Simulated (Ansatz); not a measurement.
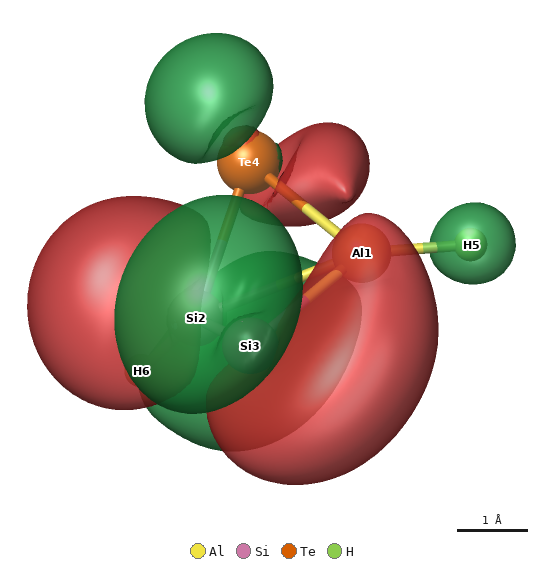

Figure 1: AlH₂Si₂Te (doublet). One frontier orbital at ±0.06 Å⁻³ᐟ² (green and red are the two phases), seen at an oblique angle.

Geometry: B3LYP-D3(BJ)/def2-SVP; core potentials replace the inner electrons of Te.

The calculation used isolated molecule in a Gaussian basis; Kohn-Sham density functional theory, functional PBE0 (Ansatz 0.2.0).

The calculation's input:

```
crystal:
  periodic: [false, false, false]
  atoms:
    - {symbol: Al, position_ang: [-2.929366, -1.852799, 0.896595]}
    - {symbol: Si, position_ang: [-4.068720, 0.488986, 0.319419]}
    - {symbol: Si, position_ang: [-5.323900, -1.353360, 0.665607]}
    - {symbol: Te, position_ang: [-2.012308, 0.448588, 1.755894]}
    - {symbol: H, position_ang: [-1.933594, -3.033474, 0.558393]}
    - {symbol: H, position_ang: [-4.124246, 1.683880, -0.582318]}
basis:
  gaussian:
    orbitals: def2-TZVPD
hamiltonian:
  xc: {name: PBE0}
magnetization:
  spin_polarized: true
  initial_magnetization: 1
output:
  forces: true
  orbitals: {seedname: orbitals}
```

Command:

```sh
ansatz run input.yaml --threads 2 --pin off --max-ram 4350MiB --events-out events.jsonl --progress --plain --runs-dir runs
```

Q: Which orbital is it: HOMO (α) or LUMO (α)?

A: The LUMO (α), at −2.35 eV. Its weight (Hirshfeld) is mainly on Si3 (about 40 %), Si2 (about 35 %), Te4 (about 10 %) and Al1 (about 10 %); π-antibonding (π*) across Si3–Si2.
